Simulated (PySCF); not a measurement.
BSi₂PNH₉: geometry relaxation (part 2 of 2)

The same run, continued: BSi₂PNH₉, SMILES BN([SiH3])[SiH2]P; PBE0-D3(BJ)/def2-SVP geometry optimisation, gas phase (PySCF 2.14.0). 

Geometry of the input (Å):
```
B  -1.7100  -1.3131  0.0920
N  -0.7366  -0.3200  0.2711
Si -1.1321  1.3673  0.6252
Si 0.9751  -0.8356  0.1711
P  2.2637  0.8569  0.7612
H  -2.8622  -0.9787  0.1465
H  -1.4042  -2.3963  -0.1288
H  -0.3049  2.2019  -0.2890
H  -2.5391  1.5615  0.4088
H  -0.7630  1.6193  2.0428
H  1.1615  -1.9263  1.1454
H  1.2012  -1.3109  -1.1873
H  2.4395  1.3508  -0.5207
H  3.4040  0.1081  0.7338
```

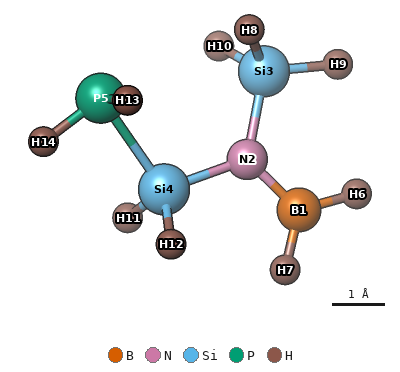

Fig. 1: The geometry at step 15 of the log (ball-and-stick view, seen at a tilt; atoms are numbered from 1 in the order of the input).

Trajectory as extended XYZ, continued
```
14
Properties=species:S:1:pos:R:3:forces:R:3 step=11 energy=-27336.23041
B    -1.8350   -1.0860   -0.1370   -0.0056   0.0108  -0.0050
N    -0.8403   -0.1536    0.2350    0.0062   0.0140   0.0279
Si   -1.2718    1.4804    0.7717    0.0022  -0.0155  -0.0054
Si    0.8339   -0.7488    0.2413   -0.0243  -0.0289   0.0008
P     2.2234    1.0219    0.5017   -0.0127   0.0301   0.0092
H    -3.0059   -0.7769   -0.1277    0.0035  -0.0002  -0.0014
H    -1.5038   -2.2063   -0.4660    0.0084  -0.0146  -0.0069
H    -0.4879    2.4850   -0.0076   -0.0028   0.0024  -0.0027
H    -2.7279    1.6748    0.5360   -0.0057   0.0023   0.0025
H    -0.9538    1.6546    2.2197    0.0028   0.0045  -0.0023
H     1.0636   -1.6389    1.4188    0.0038   0.0045   0.0012
H     1.0795   -1.5217   -1.0091    0.0069   0.0092  -0.0057
H     2.2194    1.3727   -0.8823    0.0027  -0.0021  -0.0131
H     3.3787    0.1887    0.3942    0.0146  -0.0166   0.0011
14
Properties=species:S:1:pos:R:3:forces:R:3 step=12 energy=-27336.23097
B    -1.8293   -1.0877   -0.1541   -0.0014   0.0163  -0.0154
N    -0.8399   -0.1553    0.2318    0.0050   0.0102   0.0411
Si   -1.2765    1.4750    0.7765    0.0020  -0.0158  -0.0116
Si    0.8358   -0.7450    0.2560   -0.0136  -0.0240  -0.0091
P     2.2200    1.0337    0.4906   -0.0068   0.0256   0.0005
H    -3.0004   -0.7799   -0.1517   -0.0003  -0.0050  -0.0010
H    -1.4924   -2.2045   -0.4898    0.0029  -0.0103  -0.0016
H    -0.5242    2.4873   -0.0240   -0.0017   0.0024   0.0000
H    -2.7404    1.6525    0.5787   -0.0025   0.0016   0.0018
H    -0.9215    1.6537    2.2153   -0.0003   0.0038  -0.0007
H     1.0634   -1.6135    1.4501    0.0036   0.0021  -0.0002
H     1.0914   -1.5362   -0.9809    0.0013   0.0056  -0.0014
H     2.2096    1.3650   -0.8986    0.0040  -0.0043  -0.0056
H     3.3767    0.2008    0.3892    0.0078  -0.0080   0.0031
14
Properties=species:S:1:pos:R:3:forces:R:3 step=13 energy=-27336.23146
B    -1.8229   -1.0908   -0.1669    0.0025   0.0126  -0.0128
N    -0.8399   -0.1573    0.2330    0.0000  -0.0017   0.0347
Si   -1.2828    1.4702    0.7804    0.0002  -0.0072  -0.0116
Si    0.8374   -0.7407    0.2670    0.0044  -0.0066  -0.0122
P     2.2160    1.0460    0.4808   -0.0001   0.0092  -0.0084
H    -2.9949   -0.7871   -0.1711   -0.0028  -0.0049  -0.0022
H    -1.4788   -2.2043   -0.5073   -0.0028  -0.0008   0.0012
H    -0.5562    2.4881   -0.0371   -0.0012   0.0008   0.0012
H    -2.7521    1.6331    0.6108    0.0003  -0.0007   0.0005
H    -0.9010    1.6568    2.2113   -0.0020   0.0011   0.0004
H     1.0664   -1.5939    1.4717    0.0029  -0.0008  -0.0011
H     1.1007   -1.5422   -0.9616   -0.0043  -0.0001   0.0024
H     2.2061    1.3558   -0.9138    0.0040  -0.0040   0.0029
H     3.3741    0.2124    0.3917   -0.0012   0.0031   0.0051
14
Properties=species:S:1:pos:R:3:forces:R:3 step=14 energy=-27336.23190
B    -1.8168   -1.0935   -0.1764    0.0064   0.0051  -0.0131
N    -0.8393   -0.1602    0.2374   -0.0048  -0.0144   0.0180
Si   -1.2901    1.4651    0.7841   -0.0002   0.0050  -0.0055
Si    0.8401   -0.7368    0.2756    0.0154   0.0129  -0.0091
P     2.2120    1.0587    0.4707    0.0026  -0.0088  -0.0126
H    -2.9896   -0.7931   -0.1883   -0.0031  -0.0036  -0.0003
H    -1.4669   -2.2041   -0.5219   -0.0058   0.0063   0.0044
H    -0.5834    2.4874   -0.0452   -0.0005  -0.0008   0.0010
H    -2.7630    1.6145    0.6331    0.0025  -0.0022  -0.0007
H    -0.8919    1.6601    2.2094   -0.0021  -0.0013   0.0010
H     1.0735   -1.5782    1.4877    0.0022  -0.0023  -0.0011
H     1.1078   -1.5455   -0.9471   -0.0079  -0.0048   0.0042
H     2.2071    1.3456   -0.9291    0.0032  -0.0016   0.0080
H     3.3726    0.2259    0.3988   -0.0078   0.0106   0.0058
14
Properties=species:S:1:pos:R:3:forces:R:3 step=15 energy=-27336.23232
B    -1.8111   -1.0950   -0.1877    0.0035  -0.0026  -0.0043
N    -0.8385   -0.1635    0.2419   -0.0046  -0.0178  -0.0010
Si   -1.2964    1.4595    0.7891   -0.0011   0.0112   0.0015
Si    0.8432   -0.7333    0.2844    0.0168   0.0210  -0.0035
P     2.2073    1.0710    0.4581    0.0014  -0.0166  -0.0100
H    -2.9844   -0.7966   -0.2068   -0.0016   0.0001  -0.0001
H    -1.4575   -2.2027   -0.5378   -0.0044   0.0078   0.0024
H    -0.6043    2.4862   -0.0471   -0.0001  -0.0018   0.0001
H    -2.7715    1.5978    0.6503    0.0019  -0.0020  -0.0014
H    -0.8880    1.6595    2.2108   -0.0012  -0.0028   0.0006
H     1.0815   -1.5608    1.5051    0.0019  -0.0016   0.0001
H     1.1124   -1.5535   -0.9301   -0.0070  -0.0061   0.0032
H     2.2075    1.3351   -0.9461    0.0022   0.0011   0.0073
H     3.3718    0.2424    0.4048   -0.0076   0.0100   0.0051
14
Properties=species:S:1:pos:R:3:forces:R:3 step=16 energy=-27336.23273
B    -1.8058   -1.0942   -0.2025    0.0002  -0.0040  -0.0004
N    -0.8370   -0.1669    0.2444   -0.0006  -0.0146  -0.0120
Si   -1.3020    1.4529    0.7957   -0.0007   0.0093   0.0057
Si    0.8468   -0.7301    0.2953    0.0076   0.0170   0.0018
P     2.2030    1.0823    0.4422   -0.0011  -0.0129  -0.0041
H    -2.9788   -0.7952   -0.2292   -0.0001   0.0017   0.0009
H    -1.4505   -2.1989   -0.5596   -0.0013   0.0045   0.0007
H    -0.6230    2.4855   -0.0438    0.0001  -0.0015  -0.0004
H    -2.7789    1.5810    0.6677    0.0007  -0.0003  -0.0012
H    -0.8848    1.6533    2.2149   -0.0003  -0.0025   0.0002
H     1.0886   -1.5376    1.5289    0.0015   0.0006   0.0009
H     1.1166   -1.5694   -0.9057   -0.0040  -0.0039   0.0012
H     2.2060    1.3235   -0.9659    0.0015   0.0023   0.0033
H     3.3721    0.2599    0.4065   -0.0036   0.0045   0.0036
14
Properties=species:S:1:pos:R:3:forces:R:3 step=17 energy=-27336.23334
B    -1.7966   -1.0898   -0.2328   -0.0058  -0.0028   0.0048
N    -0.8346   -0.1705    0.2444    0.0073  -0.0078  -0.0160
Si   -1.3102    1.4423    0.8091   -0.0007   0.0021   0.0060
Si    0.8515   -0.7248    0.3173   -0.0040   0.0060   0.0065
P     2.1983    1.0972    0.4120   -0.0023  -0.0010   0.0010
H    -2.9688   -0.7886   -0.2713    0.0008   0.0029   0.0000
H    -1.4382   -2.1887   -0.6025    0.0017  -0.0002  -0.0024
H    -0.6538    2.4871   -0.0330    0.0000  -0.0008  -0.0005
H    -2.7899    1.5543    0.7014   -0.0012   0.0021   0.0000
H    -0.8757    1.6375    2.2238    0.0004  -0.0018   0.0001
H     1.0946   -1.4903    1.5776    0.0002   0.0029   0.0016
H     1.1239   -1.6038   -0.8540    0.0001  -0.0004  -0.0016
H     2.1987    1.3010   -1.0018    0.0011   0.0015  -0.0014
H     3.3730    0.2831    0.3988    0.0022  -0.0027   0.0021
14
Properties=species:S:1:pos:R:3:forces:R:3 step=18 energy=-27336.23339
B    -1.7970   -1.0899   -0.2340   -0.0045   0.0029   0.0010
N    -0.8347   -0.1706    0.2427    0.0043  -0.0063  -0.0122
Si   -1.3105    1.4418    0.8088    0.0001   0.0005   0.0049
Si    0.8513   -0.7243    0.3175   -0.0012   0.0034   0.0039
P     2.1985    1.0974    0.4121    0.0004  -0.0011  -0.0006
H    -2.9688   -0.7872   -0.2716   -0.0009  -0.0017  -0.0008
H    -1.4392   -2.1887   -0.6048    0.0009   0.0014   0.0000
H    -0.6539    2.4871   -0.0326    0.0000  -0.0002  -0.0002
H    -2.7903    1.5546    0.7015    0.0004   0.0007  -0.0002
H    -0.8756    1.6353    2.2236    0.0001  -0.0007   0.0003
H     1.0933   -1.4881    1.5790    0.0008   0.0017   0.0013
H     1.1249   -1.6044   -0.8529   -0.0007  -0.0002   0.0001
H     2.2012    1.3003   -1.0019    0.0010   0.0003   0.0010
H     3.3729    0.2827    0.4016   -0.0007  -0.0006   0.0015
```

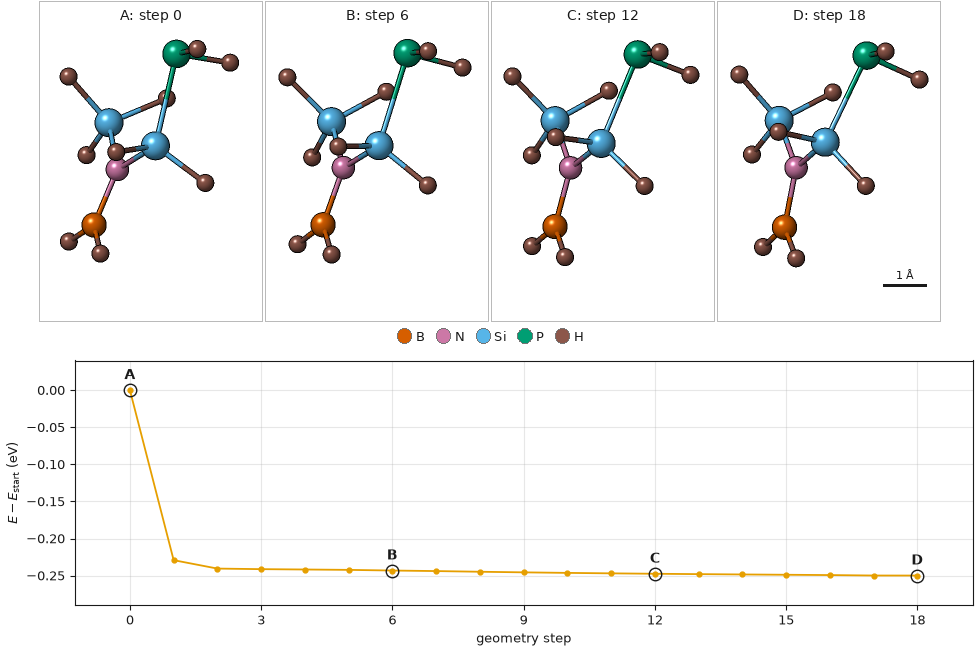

Fig. 2: Frames of the relaxation (ball-and-stick view, seen at a tilt) above the curves, on which the letters mark them (steps are counted from 0).

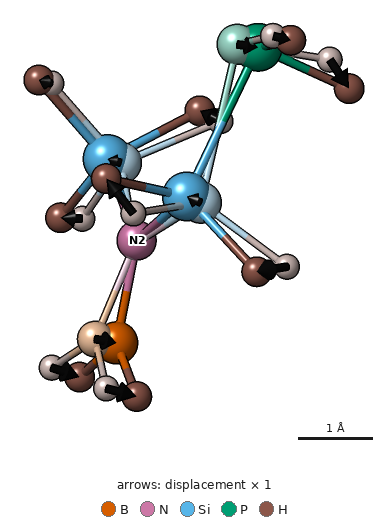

Fig. 3: Start (faint) and end (solid) with the displacements as black arrows, at true length (ball-and-stick view, seen at a tilt). The two geometries are laid on each other by the best rigid fit. After 18 geometry steps the energy has fallen by 0.250 eV. Largest force component: 1.7 eV/Å at the start, 0.012 eV/Å at the end. The atom that moves furthest after the best rigid fit is H12 (0.62 Å). By element the largest moves are H 0.62 Å, B 0.32 Å, P 0.30 Å, Si 0.22 Å, N 0.04 Å. Distances before and after: B1–H7 1.147 → 1.214 Å, P5–H14 1.364 → 1.429 Å, Si4–P5 2.208 → 2.268 Å, Si3–H9 1.437 → 1.488 Å. Among the angles that change: N2–Si4–H11 107.3° → 110.4°, N2–B1–H6 117.6° → 120.4°, H8–Si3–H10 110.6° → 108.4°. (Atoms are counted from 1 in the order of the input.)

Results in brief

| quantity | value |
| --- | --- |
| outcome | converged |
| total energy | −1004.588056 hartree |
| dipole moment | 0.95 D |
| point group | C1 |
| wall time | 2.2 min |
| peak memory | 0.5 GiB |
